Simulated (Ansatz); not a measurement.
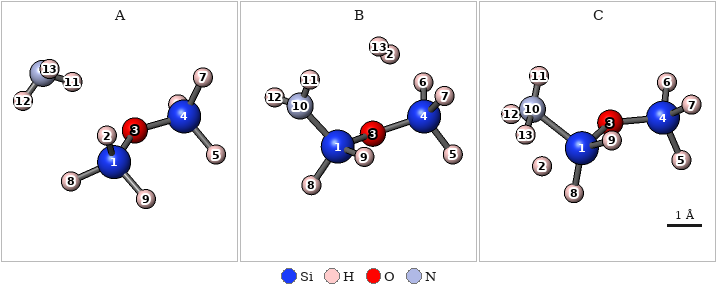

3 geometries from a converged minimum-energy path of Si₂NH₉O, made up at the start of Si2H6O and NH₃, shuffled. A ball-and-stick model, seen at a tilt.

Computed with Ansatz, RKS r2SCAN/6-31G*. Set-up: 5 movable images; climbing image; force threshold 0.03 eV/Å; iteration limit 60; starting path through a guess of the saddle point.

> Which frame is the transition state?

C. In order along the path, whose images run from 0 to 6: A (image 0, 0.00 eV), C (image 2, +1.61 eV), B (image 6, −0.41 eV). Breaking: N10–H13 (1.02 → 1.23 at the top → 3.69 Å), Si1–H2 (1.49 → 1.85 at the top → 3.77 Å). Forming: H2–H13 (2.87 → 1.14 at the top → 0.74 Å), Si1–N10 (3.52 → 1.88 at the top → 1.72 Å).

Limits of the set-up: the start holds two separate molecules, 2.4 Å apart at their closest, whose relative position is a soft coordinate and is computed without a dispersion correction.

Cost: 13 min on 2 threads of Arm Neoverse V2 (shared host), peak memory 0.15 GiB.
